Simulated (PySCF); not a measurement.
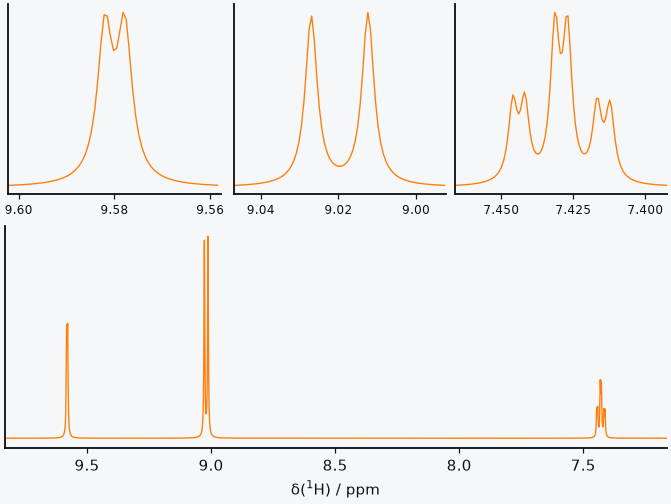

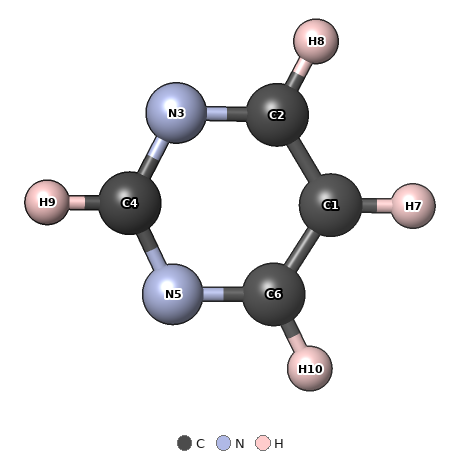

C₄H₄N₂ (pyrimidine), SMILES c1cncnc1. Simulated ¹H spectrum at 400 MHz, line width 1.5 Hz, from GIAO shifts (ωB97X-D/pcSseg-2, against TMS) and couplings (B3LYP/pcJ-2), PySCF 2.14.0, at a PBE0-D3(BJ)/def2-TZVP geometry (no frequency check). Gas phase, values of one conformer, averaged over methyl-type rotors and exact or near symmetry; couplings among ¹H are treated exactly, other nuclei are left out. The upper panels enlarge each group of lines, each scaled alone.

Q: Assign the signals.

A:
| δ (ppm) | nuclei | atoms |
| --- | --- | --- |
| 9.58 | 1 | H9 |
| 9.02 | 2 | H8, H10 |
| 7.43 | 1 | H7 |

Q: Which couplings enter the simulation?

A:
```tsv
pair	J (Hz)
H8–H7, H10–H7	5.9
H9–H7	1.7
```

Not listed: couplings under 0.5 Hz, those between magnetically equivalent nuclei.
